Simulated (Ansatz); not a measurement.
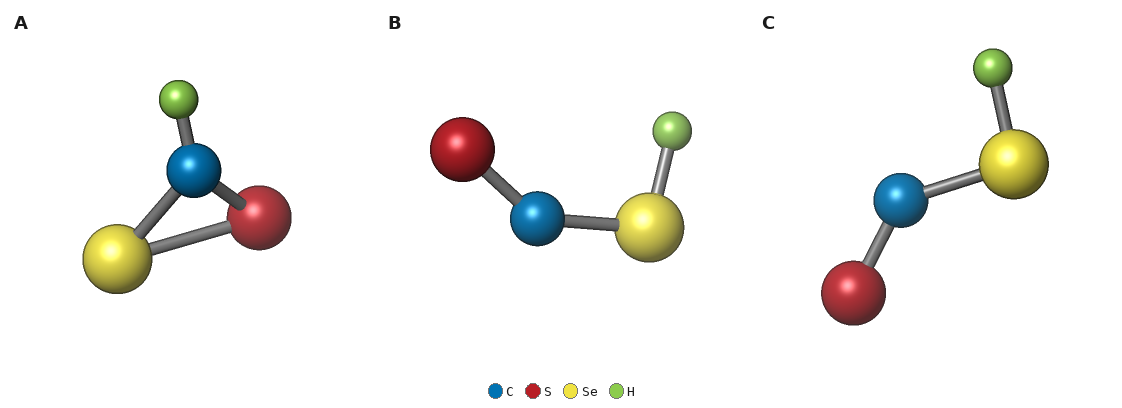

3 stationary structures of one formula. State: neutral, doublet. Geometries: PBE-D4/def2-SVP. Electronic energies: PBE-D4/def2-SVP (Ansatz 0.2.0), without zero-point energy. No frequency run is at hand to confirm each as a minimum.

**Which structure is the most stable?**

C is lowest; B lies 0.021 eV above it, A lies 0.486 eV above it (C1).
